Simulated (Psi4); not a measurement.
# [S3]2− ([S3]2-) at HF/6-31G(d) (density fitting with def2-universal-jkfit, spherical functions, sweep point 3)

Aim: the vertical singlet–triplet gap of [S3]2− ([S3]2-) at HF/6-31G* (density fitting with def2-universal-jkfit, spherical functions, sweep point 3), from 2 runs. 

Program for the calculation: Psi4 1.11.

2 further runs of the same task are left out: 2 set aside as unsound or not needed.

### 1 The molecule

[S3]2− has 3 atoms, charge -2, and is taken as a singlet. Geometry: relaxed at GFN2-xTB.

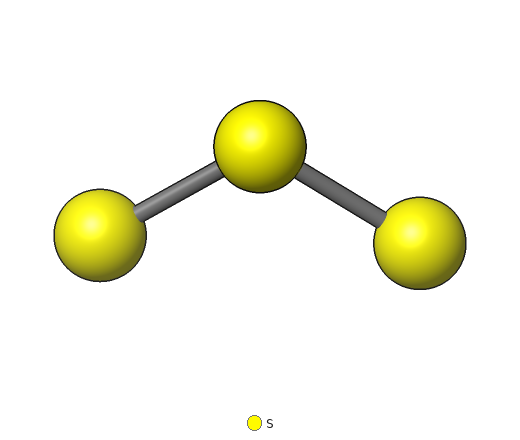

The structure, seen from a chosen angle (sulfur yellow).

### 2 A single-point energy at HF/6-31G(d) (density fitting with def2-universal-jkfit, spherical functions, sweep point 3)

Contents of s3.inp:

```
memory 1.6 GB

molecule geom {
  -2 1
  S      1.34848967    -0.30063653     2.95581512
  S     -0.76626505     1.19109438     0.12846358
  S     -0.58222462    -0.89043895    -3.08427870
  units bohr
  symmetry c1
}

set basis 6-31G*
set puream true
set scf_type df
set df_basis_scf def2-universal-jkfit

result = energy("hf")
```

Launch:

```sh
$ psi4 -i s3.inp -o s3.out -n 1
```

s3.out:

```text
[...]
  Running in c1 symmetry.
[...]
  Nuclear repulsion =  173.783652772933920
[...]
  Multiplicity = 1
[...]
  Nalpha       = 25
  Nbeta        = 25
[...]
    Number of basis functions: 54
[...]
   @DF-RHF iter   1: -1192.32648439670470   -3.50587e-01   5.85285e-03 DIIS/ADIIS
[...]
   @DF-RHF iter   8: -1192.41362035195107   -1.74043e-07   8.60520e-07 DIIS
[...]
    Orbital Energies [Eh]
    ---------------------
    Doubly Occupied:
       1A    -91.560948     2A    -91.500725     3A    -91.500709
       4A     -8.575448     5A     -8.514550     6A     -8.514535
       7A     -6.258159     8A     -6.256034     9A     -6.253903
      10A     -6.198018    11A     -6.198018    12A     -6.194107
      13A     -6.194107    14A     -6.193737    15A     -6.193735
      16A     -0.645127    17A     -0.492020    18A     -0.340282
      19A     -0.091584    20A     -0.075946    21A     -0.070911
      22A      0.044595    23A      0.061795    24A      0.066718
      25A      0.125941
[...]
  @DF-RHF Final Energy: -1192.41362035195107
   => Energetics <=
    Nuclear Repulsion Energy =            173.7836527729339196
    One-Electron Energy =               -2017.3473981557704064
    Two-Electron Energy =                 651.1501250308854196
    Total Energy =                      -1192.4136203519510673
[...]
 Multipole Moments:
 ------------------------------------------------------------------------------------
     Multipole            Electronic (a.u.)      Nuclear  (a.u.)        Total (a.u.)
 ------------------------------------------------------------------------------------
 L = 1.  Multiply by 2.5417464519 to convert [e a0] to [Debye]
 Dipole X            :         -0.6928082           -0.0000000           -0.6928082
 Dipole Y            :         -0.0658591           -0.0000000           -0.0658591
 Dipole Z            :          0.0000000            0.0000000            0.0000000
 Magnitude           :                                                    0.6959314
[...]
```

Run time: 1.3 s. Hardware: 1 thread of AMD EPYC 9R14 (Zen 4), shared host; peak memory 0.2 GiB.

### 3 The triplet at the same level

Contents of job.in:

```
memory 1600 MB

molecule m {
  -2 3
  S      1.34848967    -0.30063653     2.95581512
  S     -0.76626505     1.19109438     0.12846358
  S     -0.58222462    -0.89043895    -3.08427870
  units au
  symmetry c1
}

set reference uhf
set puream true
set scf_type df
set df_basis_scf def2-universal-jkfit
set maxiter 150

energy('scf/6-31G*')
print_variables()
```

Launch:

```sh
$ psi4 -n 1 job.in job.out
```

job.out:

```text
[...]
  Running in c1 symmetry.
[...]
  Nuclear repulsion =  173.783652772933920
[...]
  Multiplicity = 3
[...]
  Nalpha       = 26
  Nbeta        = 24
[...]
    Number of basis functions: 54
[...]
   @DF-UHF iter   1: -1192.20677521362359   -2.30878e-01   6.22638e-03 ADIIS/DIIS
[...]
   @DF-UHF iter  11: -1192.30773957515066   -5.45795e-08   7.62036e-07 DIIS
[...]
   @S^2 Observed:                2.036312330E+00
[...]
    Orbital Energies [Eh]
    ---------------------
    Alpha Occupied:
       1A    -91.593557     2A    -91.500761     3A    -91.500677
       4A     -8.610156     5A     -8.515532     6A     -8.515456
       7A     -6.295809     8A     -6.287702     9A     -6.284894
      10A     -6.201191    11A     -6.201123    12A     -6.198293
      13A     -6.198226    14A     -6.192648    15A     -6.192564
      16A     -0.689833    17A     -0.517598    18A     -0.387437
      19A     -0.129436    20A     -0.120124    21A     -0.119703
      22A      0.020732    23A      0.050504    24A      0.052706
      25A      0.079305    26A      0.227188
    Alpha Virtual:
[...]
  @DF-UHF Final Energy: -1192.30773957515066
   => Energetics <=
    Nuclear Repulsion Energy =            173.7836527729339196
    One-Electron Energy =               -2016.9175021074229335
    Two-Electron Energy =                 650.8261097593383511
    Total Energy =                      -1192.3077395751506629
  UHF NO Occupations:
  HONO-2 :   24  A 1.9905754
  HONO-1 :   25  A 1.0000000
[...]
 Multipole Moments:
 ------------------------------------------------------------------------------------
     Multipole            Electronic (a.u.)      Nuclear  (a.u.)        Total (a.u.)
 ------------------------------------------------------------------------------------
 L = 1.  Multiply by 2.5417464519 to convert [e a0] to [Debye]
 Dipole X            :         -0.9795405           -0.0000000           -0.9795405
 Dipole Y            :         -0.0919918           -0.0000000           -0.0919918
 Dipole Z            :          0.0000000            0.0000000            0.0000000
 Magnitude           :                                                    0.9838507
[...]
```

Wall time 1.4 s (1 thread of AMD EPYC 9R14 (Zen 4), shared host); peak memory 0.2 GiB.

### 4 Outcome

Level: HF/6-31G* (density fitting with def2-universal-jkfit, spherical functions, sweep point 3).

| quantity | value |
| --- | --- |
| singlet: total energy | -1192.41362 Eh |
| singlet: HOMO energy | 3.43 eV |
| singlet: LUMO energy | 13.67 eV |
| singlet: HOMO–LUMO gap (to an unbound level, set by the basis) | 10.25 eV |
| triplet: total energy | -1192.30774 Eh |
| triplet: HOMO energy (highest over α and β) | 6.18 eV |
| triplet: LUMO energy (lowest over α and β) | 10.84 eV |
| triplet: ⟨S²⟩ | 2.036 |
| vertical energy of the triplet above the singlet | 2.881 eV |

At this shape the triplet lies 2.88 eV (66 kcal/mol) above the singlet. Its highest level lies above zero, so the electron may be held by the basis, which then sets this gap. The HOMO (singlet) lies at positive energy, 3.43 eV: the electron is unbound at this level or held by a compact basis; values depend on the basis. The HOMO (triplet) lies at positive energy, 6.18 eV: the electron is unbound at this level or held by a compact basis; values depend on the basis.
